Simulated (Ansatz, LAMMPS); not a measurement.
# Structural relaxation of amorphous poly(ether ketone) (as short chains C54O8H38), from a frame at 500 K (200 atoms), part 3 of 3

Wanted: the relaxed structure of amorphous poly(ether ketone) (as short chains C54O8H38), from a frame at 500 K (200 atoms) and its electronic structure.

Ansatz 0.2.0; Kohn-Sham DFT, RPBE+D3(BJ), PAW (set soft_2), plane waves.

The cell: 108 C, 16 O and 76 H. The network of contacts between molecules at the start is that of the classical potential that made the cell. The density was typed from a rule of thumb and may lie off the real one at this temperature. The Brillouin zone is sampled at Γ only, in a cell whose shortest periodic width is 14 Å.

So far. Step 4 (Relaxation): The relaxation changed the energy by -77.7 meV/atom, and atoms moved by 1.1 Å r.m.s., 3.1 Å at most.

### Step 6. Single point at the relaxed geometry

One more single point at the end of the walk gives the fuller output and checks the residual forces.

input.yaml reads:

```yaml
crystal:
  lattice:
    - [13.5576, 0.0, 0.0]
    - [0.0, 13.5576, 0.0]
    - [0.0, 0.0, 13.5576]
  atoms:
    - { symbol: C, position: [0.82699, 0.5188, 0.00988] }
    - { symbol: C, position: [0.92959, 0.55411, 0.03239] }
    - { symbol: C, position: [0.95021, 0.60149, 0.12215] }
    - { symbol: C, position: [0.0448, 0.63564, 0.14323] }
    - { symbol: C, position: [0.12227, 0.62107, 0.0758] }
    - { symbol: C, position: [0.10223, 0.57256, 0.98645] }
    - { symbol: C, position: [0.0071, 0.5407, 0.96491] }
    - { symbol: C, position: [0.22578, 0.6486, 0.10028] }
    - { symbol: O, position: [0.29673, 0.61087, 0.05698] }
    - { symbol: C, position: [0.24153, 0.72069, 0.18219] }
    - { symbol: C, position: [0.19169, 0.81139, 0.18421] }
    - { symbol: C, position: [0.20826, 0.87843, 0.26024] }
    - { symbol: C, position: [0.27101, 0.85254, 0.33809] }
    - { symbol: C, position: [0.31962, 0.76146, 0.3384] }
    - { symbol: C, position: [0.3068, 0.69744, 0.25892] }
    - { symbol: O, position: [0.27418, 0.91961, 0.41563] }
    - { symbol: C, position: [0.34729, 0.91594, 0.48646] }
    - { symbol: C, position: [0.44555, 0.89329, 0.4643] }
    - { symbol: C, position: [0.51536, 0.89535, 0.5392] }
    - { symbol: C, position: [0.48887, 0.91761, 0.637] }
    - { symbol: C, position: [0.39049, 0.94325, 0.65733] }
    - { symbol: C, position: [0.32007, 0.94347, 0.58231] }
    - { symbol: C, position: [0.5689, 0.91686, 0.71247] }
    - { symbol: O, position: [0.65449, 0.93705, 0.68751] }
    - { symbol: C, position: [0.54831, 0.88614, 0.81627] }
    - { symbol: C, position: [0.61935, 0.90842, 0.88871] }
    - { symbol: C, position: [0.61394, 0.86662, 0.98221] }
    - { symbol: C, position: [0.53836, 0.79958, 0.00296] }
    - { symbol: C, position: [0.4623, 0.7823, 0.93534] }
    - { symbol: C, position: [0.46809, 0.82539, 0.84196] }
    - { symbol: O, position: [0.54288, 0.74948, 0.09242] }
    - { symbol: C, position: [0.55835, 0.64843, 0.088] }
    [... 162 atom lines left out ...]
    - { symbol: H, position: [0.75099, 0.05002, 0.44367] }
    - { symbol: H, position: [0.06299, 0.11026, 0.42915] }
    - { symbol: H, position: [0.09689, 0.93093, 0.42545] }
    - { symbol: H, position: [0.80195, 0.3104, 0.42883] }
    - { symbol: H, position: [0.75422, 0.20938, 0.49957] }
    - { symbol: H, position: [0.75649, 0.20329, 0.36681] }
kpoints:
  mp_grid: { grid: [1, 1, 1] }
hamiltonian:
  xc: rpbe
  dispersion: d3bj
scf:
  occupations: { method: fixed }
output:
  forces: true
  stress: true
  populations: true
  dos:
    method: { smearing: { sigma: 0.1 } }
    de: 0.1
    projected: { site_lists: { C: [C], H: [H], O: [O] } }
  eigenvalues: true
  write_density: true
  write_potential: true
  volumetric_format: npy
```

The run is started by

```bash
> ansatz run input.yaml --threads 4 --pin off --max-ram 8192MiB --backend cpu --events-out ev --progress --plain --runs-dir out
```

Numbers of over 12 decimals in the logs are rounded to 6 here.

Output:

```text
[...]
Crystal: 200 atoms, lattice volume = 2492.002 Å³
Basis set: ecut = 420 eV, 48693 PW (Γ), exchange–correlation on 192×192×192 points (8 copies of the dense FFT grid, shifted against one another)
Bands: 502, of which v1, the nominal top of the filled ones, is band 302 counted from 1 (301 counted from 0)
Symmetry: 1 space group operations
[...]
k-points: 1
[...]
SCF iter   1: F=—  HF=-37593.555919 eV  |F-HF|=—  |Δ(HF+E_count)|=         —  Δρ=5.85e-3  dr2=8.52e-1  ethr=1.77e-3  ⟨swp⟩=5.0  Hψ=1763  notcnv=0  defer=198
[...]
SCF iter  11: F=-37593.433853 eV  HF=-37593.433853 eV  |F-HF|=5.49e-8  |Δ(HF+E_count)|=   3.53e-7  Δρ=1.02e-6  dr2=4.52e-8  ethr=1.66e-11  ⟨swp⟩=25.0  Hψ=4903  notcnv=0
SCF 1 converged in 11 iterations: F = -37593.433853 eV  dr2 = 4.52e-8
[...]
WARN: The input density's exchange-correlation potential varies sharply where the density is thin. Do not read a vacuum level from v_tot or v_xc, or from such a field of the output density. On a cell that repeats whose density bears no net charge and no dipole along the vacuum's axis use v_es (v_loc + v_h of the components); [...]
SCF converged after 11 iterations
Free energy (F): -37593.433853 eV
[...]
Internal energy: -37593.433853 eV  (E = F + TS)
E sigma→0 (E₀):  -37593.433853 eV
Fermi energy:    -0.094463 eV
[...]
--- Forces (eV/Å), atoms counted from 1 ---
  atom   1  C     -0.00572949     0.00084360    -0.00496546
  atom   2  C      0.00489769     0.00245359     0.00095831
  atom   3  C      0.00053277    -0.00077681     0.00233688
  atom   4  C      0.00414855    -0.00333776    -0.00494729
  atom   5  C     -0.00360877    -0.00091248     0.00024471
  atom   6  C      0.00563039     0.00385869     0.00771547
  atom   7  C     -0.00732598    -0.00498018     0.00079903
  atom   8  C      0.00095611     0.00149652    -0.00338023
  atom   9  O     -0.00320022    -0.00064783     0.00068588
  atom  10  C     -0.00628894     0.00524431    -0.00451463
  atom  11  C      0.00197423    -0.00028109     0.00592408
  atom  12  C     -0.00265033     0.00254938    -0.00534227
  atom  13  C     -0.00089921     0.00151285     0.00226682
  atom  14  C     -0.00016598    -0.00117087    -0.00330528
[...]
atom 199  H     -0.01035422    -0.00212574     0.01840258
  atom 200  H      0.00028059    -0.00852783    -0.00369093
  max |Σ_I F_I| component: 9.39e-5 eV/Å
--- Stress (GPa, compression-positive) ---
       -0.161128       0.040255       0.008220
        0.040255      -0.218346      -0.087373
        0.008220      -0.087373      -0.274534
  P = ⅓ Tr σ = -0.2180 GPa (-2.180 kbar)
--- Band table (eV) ---
[...]
--- Löwdin populations: 200 sites ---
  site symbol       q [e]
     0      C      4.4461
     1      C      3.9149
     2      C      4.1383
[...]
199      H      0.8086
  spilling = 0.012933 (of n_electrons = 604.000000)
```

Wall time 51 s (4 threads of Arm Neoverse V2, shared host); peak memory 3.3 GiB.

The program notes that the exchange-correlation potential is rough where the density is thin.

Read from the output:

```yaml
free_energy: -37593.4339 eV
free_energy_per_atom: -187.9672 eV/atom
scf_cycles: 11
pressure: -0.218 GPa
r_m_s_force_component: 0.00677 eV/Å
longest_force: 0.04973 eV/Å
fermi_energy: -0.09446 eV
spacing_of_highest_filled_and_lowest_empty_level: 2.361 eV
spilling_of_the_projection: 0.01293
```

Löwdin charges by element and coordination (they lack the spilled electrons, 0.039 e an atom on average):

```
element  coordination  atoms  mean charge (e)  spread   least    most
      C           all    108          -0.0241   0.185  -0.446   0.412
      C             3    104          -0.0125   0.177  -0.189   0.412
      C             4      4           -0.328   0.117  -0.446  -0.209
      H           all     76            0.205  0.0097   0.175   0.230
      O           all     16           -0.322  0.0672  -0.393  -0.233
      O             1      8           -0.389  0.0034  -0.393  -0.383
      O             2      8           -0.256  0.0139  -0.276  -0.233
```

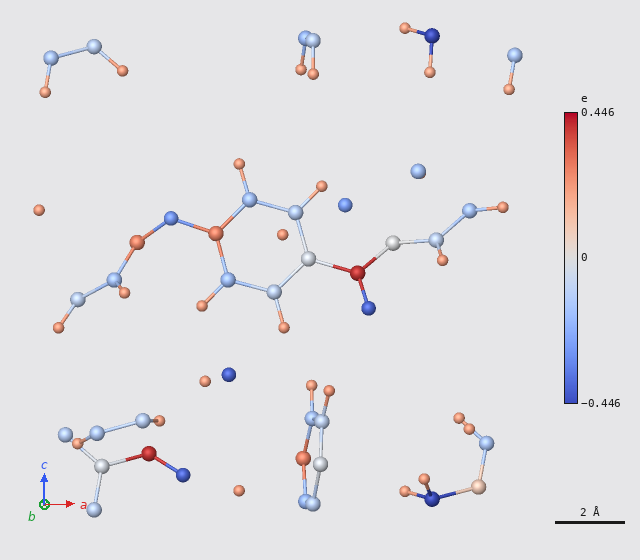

Atoms coloured by Löwdin charge. Drawn is a slice 4 Å thick, seen along the normal of the ac plane. Bonds to atoms that aren't drawn are left out.

States in the cell by windows of 1 eV, zero at the Fermi level; the larger projections on atomic orbitals stand beside the total:

```csv
from (eV),to (eV),total,C p,O p,H s,C s
-18,-17,0.0,0.0,0.0,0.0,0.0
-17,-16,28.2,5.5,0.5,1.6,19.7
-16,-15,3.8,0.8,0.0,0.2,2.6
-15,-14,13.9,3.9,1.0,0.6,7.9
-14,-13,47.0,12.8,0.9,4.3,27.7
-13,-12,8.4,2.5,0.5,1.1,4.0
-12,-11,11.1,4.7,1.4,0.7,3.8
-11,-10,26.5,13.5,1.2,2.7,8.1
-10,-9,29.1,15.0,0.9,3.5,8.7
-9,-8,29.4,17.2,2.6,4.3,4.2
-8,-7,18.5,12.1,2.2,2.1,1.5
-7,-6,39.4,27.1,6.1,3.2,1.7
-6,-5,80.1,48.4,8.5,15.9,4.4
-5,-4,65.7,43.9,11.6,7.3,1.1
-4,-3,57.1,39.0,9.5,7.3,0.4
-3,-2,33.8,20.4,7.8,4.8,0.1
-2,-1,37.8,35.4,2.0,0.1,0.1
-1,0,41.5,23.4,16.5,0.5,0.7
0,1,0.7,0.4,0.3,0.0,0.0
1,2,0.0,0.0,0.0,0.0,0.0
2,3,15.7,11.6,3.4,0.1,0.1
3,4,27.1,24.5,0.4,0.3,0.2
4,5,29.1,20.6,0.5,2.4,0.8
```

With fixed occupations the program's Fermi level is the highest filled level; weight inside the gap is the broadening of levels at its edges.

Between -23 and -18 eV lie 32 more states.

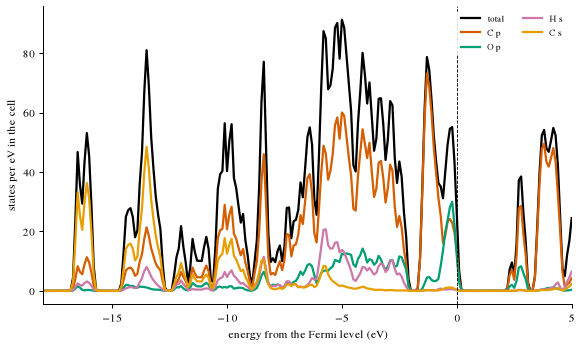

Total and projected density of states, with the broadening of the input.

The levels nearest the highest filled one (over half full), pooled over k-points and spins:

| level less the highest filled one (eV) | occupation |
| --- | --- |
| -0.226 | 2 |
| -0.193 | 2 |
| -0.129 | 2 |
| -0.124 | 2 |
| -0.0494 | 2 |
| 0 | 2 |
| 2.36 | 0 |
| 2.63 | 0 |
| 2.71 | 0 |
| 2.74 | 0 |
| 2.77 | 0 |
| 2.79 | 0 |

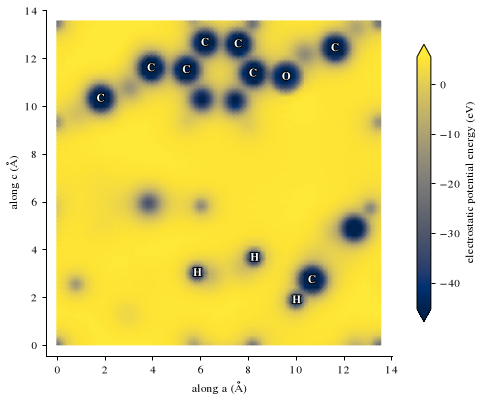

Electrostatic potential energy in the ac plane at fractional y = 0.138, with atoms of C and O and H within 0.2 Å of it. With pseudopotentials it is smooth inside the atoms' cores, unlike the true potential. The map starts off the cell's origin, so that atoms lie inside it.

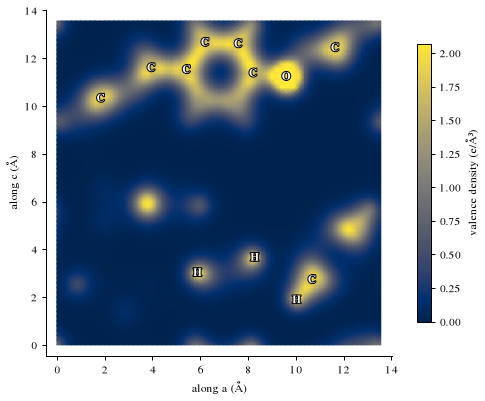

Valence density in the ac plane at fractional y = 0.138, with atoms of C and O and H within 0.2 Å of it. It is the smooth field of the valence electrons, not physical close to the nuclei. The map starts off the cell's origin, so that atoms lie inside it.

Mean Löwdin charges: C -0.02, H +0.20, O -0.32 e (they miss 1.3 % of the electrons, so they add up to more than the cell's charge). The largest share in the top eV of filled states is C p (57 % of the projected weight), and in the lowest eV of empty states C p (76 % of the projected weight).

The surroundings of C38, picked at random, nearest first, numbered as they follow in the input and with coordinates relative to it.

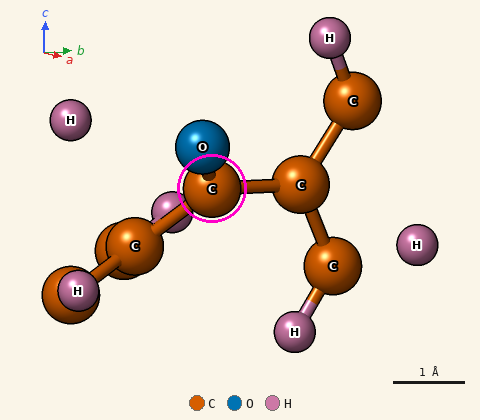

The atoms of the table, within 3.5 Å (arrows a, b, c point along x, y, z); some may hide others; the central atom is ringed.

| atom | x | y | z | distance (Å) | bonds | Löwdin charge (e) |
| --- | --- | --- | --- | --- | --- | --- |
| C38 | 0.00 | 0.00 | 0.00 | 0.00 | 3 | 0.40 |
| O39 | 0.78 | -0.63 | 0.72 | 1.23 | 1 | -0.38 |
| C35 | -0.08 | 1.49 | -0.01 | 1.49 | 3 | -0.02 |
| C40 | -0.95 | -0.69 | -0.93 | 1.50 | 3 | -0.02 |
| C34 | -0.25 | 2.16 | -1.23 | 2.50 | 3 | -0.10 |
| C45 | -2.22 | -0.14 | -1.18 | 2.52 | 3 | -0.10 |
| C41 | -0.60 | -1.91 | -1.54 | 2.52 | 3 | -0.09 |
| C36 | 0.02 | 2.24 | 1.17 | 2.53 | 3 | -0.09 |
| H83 | -0.28 | 1.59 | -2.15 | 2.69 | 1 | 0.20 |
| H89 | -2.50 | 0.80 | -0.71 | 2.72 | 1 | 0.22 |
| H86 | 0.38 | -2.35 | -1.33 | 2.72 | 1 | 0.21 |
| H84 | 0.20 | 1.73 | 2.12 | 2.74 | 1 | 0.22 |
| H65 | 2.97 | 1.69 | -0.48 | 3.45 | 1 | 0.21 |
| H174 | 1.23 | -3.05 | 1.26 | 3.52 | 1 | 0.22 |

The column of bonds counts only the pairs C-C within 1.85 Å, C-H within 1.34 Å, C-O within 1.73 Å; other neighbours, such as metal atoms beside each other in a compound, aren't counted, and periodic images can show an atom twice.

### Step 7. Other settings

Changed here: basis.xc_grid = 4, hamiltonian.dispersion = "d3bjatm", scf.occupations.method = "fermi_dirac" and scf.occupations.width = 0.05.

This step: Kohn-Sham DFT, RPBE+D3(BJ) with three-body term, PAW (set soft_2), plane waves (Ansatz 0.2.0).

input.yaml reads:

```yaml
crystal:
  lattice:
    - [13.5576, 0.0, 0.0]
    - [0.0, 13.5576, 0.0]
    - [0.0, 0.0, 13.5576]
  atoms:
    [... the 200 atom lines of step 3 ...]
kpoints:
  mp_grid: { grid: [1, 1, 1] }
hamiltonian:
  xc: rpbe
  dispersion: d3bjatm
scf:
  occupations: { method: fermi_dirac, width: 0.05 }
output:
  forces: true
  stress: true
  populations: true
  dos:
    method: { smearing: { sigma: 0.08 } }
    de: 0.1
    projected: { site_lists: { C: [C], H: [H], O: [O] } }
  eigenvalues: true
basis:
  xc_grid: 4
```

Output:

```text
[...]
Crystal: 200 atoms, lattice volume = 2492.002 Å³
Basis set: ecut = 420 eV, 48693 PW (Γ), exchange–correlation on 384×384×384 points (64 copies of the dense FFT grid, shifted against one another)
Bands: 502, of which v1, the nominal top of the filled ones, is band 302 counted from 1 (301 counted from 0)
Symmetry: 1 space group operations
[...]
k-points: 1
[...]
SCF iter   1: F=—  HF=-37577.573786 eV  |F-HF|=—  |Δ(HF+E_count)|=         —  Δρ=6.48e-3  dr2=1.03e0  ethr=1.77e-3  ⟨swp⟩=6.0  Hψ=2301  notcnv=0  defer=97
[...]
SCF iter  10: F=—  HF=-37577.415073 eV  |F-HF|=—  |Δ(HF+E_count)|=   1.32e-7  Δρ=3.66e-6  dr2=3.69e-7  ethr=2.62e-10  ⟨swp⟩=2.0  Hψ=606  notcnv=0  defer=192
SCF iter  11: F=-37577.415073 eV  HF=-37577.415073 eV  |F-HF|=5.24e-8  |Δ(HF+E_count)|=   5.88e-8  Δρ=1.54e-6  dr2=6.20e-8  ethr=1.66e-11  ⟨swp⟩=17.0  Hψ=3424  notcnv=0
SCF 1 converged in 11 iterations: F = -37577.415073 eV  dr2 = 6.20e-8
[...]
SCF converged after 11 iterations
Free energy (F): -37577.415073 eV
[...]
Internal energy: -37577.415073 eV  (E = F + TS)
E sigma→0 (E₀):  -37577.415073 eV
Fermi energy:    1.220327 eV
[...]
Σ components = -37577.415073   (vs F -37577.415073, Δ=0.00e0)
--- Forces (eV/Å), atoms counted from 1 ---
  atom   1  C      1.14868036     3.48012470    -2.19977140
  atom   2  C     -1.18491204    -0.74368059     0.03134608
  atom   3  C     -1.64273969    -0.67663151    -0.59141457
  atom   4  C     -0.49764505    -1.74269987    -1.53348934
[...]
atom 200  H     -1.76845547    -0.23466376    -1.81017482
  max |Σ_I F_I| component: 5.91e-5 eV/Å
--- Stress (GPa, compression-positive) ---
        3.711504       0.672389      -0.316295
        0.672388       3.801482       0.278408
       -0.316296       0.278409       2.471767
  P = ⅓ Tr σ = 3.3283 GPa (33.283 kbar)
--- Band table (eV) ---
[...]
--- Löwdin populations: 200 sites ---
  site symbol       q [e]
     0      C      4.4533
     1      C      3.9037
     2      C      4.1325
[...]
199      H      0.7931
  spilling = 0.013159 (of n_electrons = 604.000000)
```

Wall time 58 s (4 threads); peak memory 4.9 GiB.

Geometry and reference: those of the single point at the start.

Forces differ from those of the single point at the start by 0.72 meV/Å r.m.s., 0.056 % of their size; the pressure by +0.056 GPa. It took 1.1 times the reference's time (shared host, so rough).

### Step 8. Results

```yaml
energy_change_in_the_relaxation: -77.75 meV/atom
r_m_s_displacement: 1.082 Å
largest_displacement: 3.105 Å
free_energy_per_atom: -187.9672 eV/atom
pressure: -0.218 GPa
r_m_s_force_component: 0.00677 eV/Å
spacing_of_highest_filled_and_lowest_empty_level: 2.361 eV
wall_time_of_the_4_dft_runs: 13 min
```

**Reading.** Relaxation lowers the energy by 77.7 meV/atom and moves atoms by 1.1 Å r.m.s.; the r.m.s. force component goes from 1.3 to 0.0068 eV/Å, the pressure goes from 3.3 to -0.22 GPa, and the gap from 2.28 to 2.36 eV. By the final cutoffs no bond was broken or made. From the first step to the last the energy fell by 15.550 eV, and the largest move was 3.10 Å (H198). The C-C bonds go from 1.405 Å (spread 0.049) to 1.414 Å (spread 0.035). By these cutoffs 96 % of C atoms have 3, all H atoms have 1 and 50 % of O atoms have 1 and as many 2 bonded neighbours. Between filled and empty levels lie 2.36 eV (at Γ alone); a semilocal functional tends to put such gaps too low. It is the spacing of short capped chains, not of the long polymer. In a disordered cell it changes from sample to sample, and tail or defect levels can set it.

What to keep in mind: The network of contacts between molecules at the start is that of the classical potential that made the cell; in DFT atoms moved by 1.1 Å r.m.s.

[Logs are printed without paths, hosts, clocks, repeated set-up lines and the standing remarks that a program may print on its own settings, such as how far it seeks lower states.]

[Hosts, paths, dates, database ids (printed as entryN), source tags and the programs' standing remarks are cut or masked in the printed files.]
